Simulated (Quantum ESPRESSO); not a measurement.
# Voltage at the next charge: K(110), 5 layers against an electrode

How the rows were computed: Quantum ESPRESSO 7.5, PBE, GBRV ultrasoft; ESM with bc3, a metal electrode 5.00 Å above the top atoms; cell area 19.341 Å²; ions fixed. V is the potential energy of an electron at the electrode over the slab's Fermi level, divided by e, so that it equals the work function at zero charge; positive charge removes electrons.

```tsv
charge (e a cell)	V (V)
0	2.338
0.029	3.006
0.058	3.750
```

**Question.** What is V at a charge of 0.116 e, and what capacitance do the rows imply?

**Fit.** The last two rows give dV/dq = (3.750 − 3.006)/(0.058 − 0.029) = 25.7 V/e, so C = 1602/(19.341 × 25.7) = 3.23 µF/cm², an effective gap of 8.854/3.23 = 2.74 Å. At constant C, V = 3.750 + 25.7 × 0.058 = 5.24 V.

**Check.** V = 5.430 V; the estimate misses by −0.19 V, 11.4 % of the step. Over the three intervals C goes 3.60, 3.23 and 2.86 µF/cm²: it falls as electrons leave, the surface charge drawing back towards the atoms.

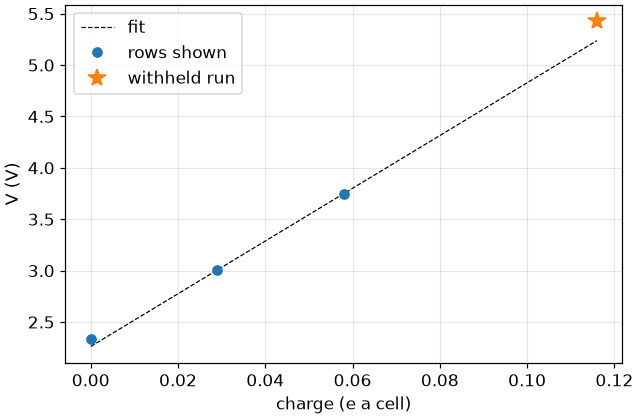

The rows shown, the fit and the withheld run.

Caveats: Vacuum fills the gap; a dielectric or electrolyte would change C. The slab is thin.

[Logs are printed without paths, hosts, clocks, repeated set-up lines and the standing remarks that a program may print on its own settings, such as how far it seeks lower states.]
